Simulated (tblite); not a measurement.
Frequency calculation, with input and output: C$_{4}$H$_{10}$O$_{2}$SSi

C$_{4}$H$_{10}$O$_{2}$SSi, computed with GFN2-xTB harmonic vibrations, gas phase (tblite 0.8.0).

It belongs to a series of runs on one base structure; here: H on C replaced by CH2OCH3.

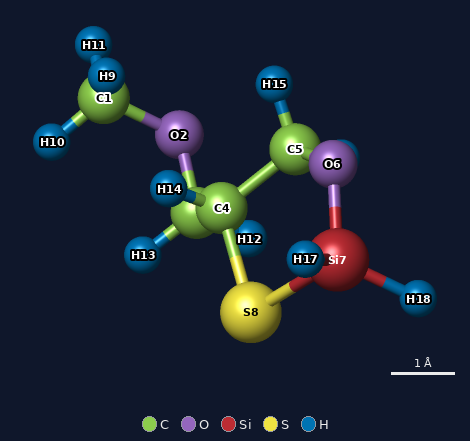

Fig. 1: The structure (ball-and-stick view, seen at a tilt; atoms are numbered from 1 in the order of the input). Bond lengths as drawn: C–C 1.53 Å, C–H 1.09 to 1.10 Å, C–O 1.40 to 1.41 Å, C–S 1.83 Å, H–Si 1.45 Å, O–Si 1.62 Å and S–Si 2.15 Å.

**The input**
```
{"job": {"kind": "ir", "xc": "GFN2-xTB", "basis": "xTB"}, "charge": 0, "multiplicity": 1}
C      2.746503     0.196565    -0.029746
O      1.849104    -0.849386     0.259429
C      0.874612    -1.077753    -0.726176
C     -0.208223     0.000412    -0.778969
C     -0.881697     0.199837     0.575746
O     -2.104623     0.865243     0.433186
Si    -3.005213     0.549736    -0.881121
S     -1.487400    -0.485121    -1.997630
H      2.268993     1.180315     0.039449
H      3.177637     0.080005    -1.030668
H      3.536501     0.132977     0.716294
H      0.413505    -2.034984    -0.467956
H      1.336846    -1.169494    -1.719397
H      0.204777     0.948368    -1.134156
H     -0.245956     0.802245     1.230435
H     -1.045980    -0.774871     1.048731
H     -3.357077     1.830942    -1.461816
H     -4.081067    -0.388718    -0.616812
```

The first line tells a small driver script what to run in tblite; the rest is the geometry in Å.

Launch command:
```bash
OMP_NUM_THREADS=1 python <driver script> task.json out
```

**The program's output**
```
mode    cm-1     km/mol
  1      51.3      0.92
  2      60.5      3.29
  3     111.4      5.52
  4     152.9      9.01
  5     166.8      2.50
  6     217.2      4.64
  7     278.5      5.41
  8     364.2      5.04
  9     421.7      5.01
 10     460.7      5.37
 11     480.5     12.94
 12     510.5     16.24
 13     541.2     52.98
 14     574.9     86.12
 15     677.3    263.89
 16     726.7     24.93
 17     779.1    163.49
 18     815.4    175.41
 19     904.0      5.05
 20     947.0     19.88
 21     989.6     10.45
 22    1067.8      4.71
 23    1083.9      4.55
 24    1105.3     91.63
 25    1117.7    122.46
 26    1130.8      9.67
 27    1153.1     30.92
 28    1181.1      3.94
 29    1223.9     13.10
 30    1251.2     12.42
 31    1287.7      8.13
 32    1325.2      2.24
 33    1331.8      8.22
 34    1404.8      0.20
 35    1461.3      0.36
 36    1470.7      6.85
 37    1480.6      2.58
 38    1489.6      4.32
 39    2349.6    296.85
 40    2375.8    146.15
 41    2885.5     36.79
 42    2910.3     48.71
 43    2926.0     16.41
 44    2929.1     21.98
 45    2941.8     44.34
 46    2963.5     22.42
 47    2971.4     34.16
 48    3025.6     18.05
```

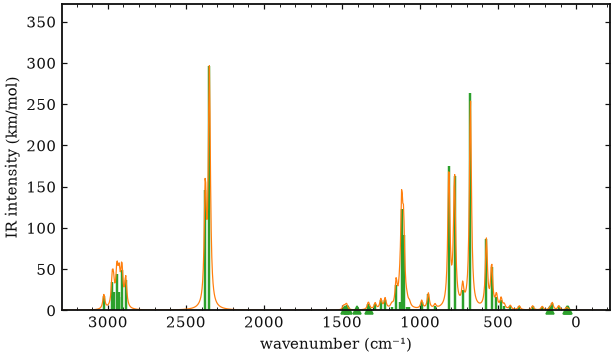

Fig. 2: Harmonic infrared spectrum, unscaled: sticks (degenerate modes added up, dark ones marked on the axis) with a Lorentzian envelope of 16 cm⁻¹ full width, scaled to the tallest stick. 48 modes from 51 to 3026 cm⁻¹, none imaginary. The strongest line is at 2350 cm⁻¹ (297 km/mol).

**Results in brief**

- outcome: converged
- total energy: −730.5015 eV
- zero-point energy: 85.8840 kcal/mol
- hardware: 1 CPU thread, shared host
- wall time: 1.3 s
- peak memory: 0.18 GiB
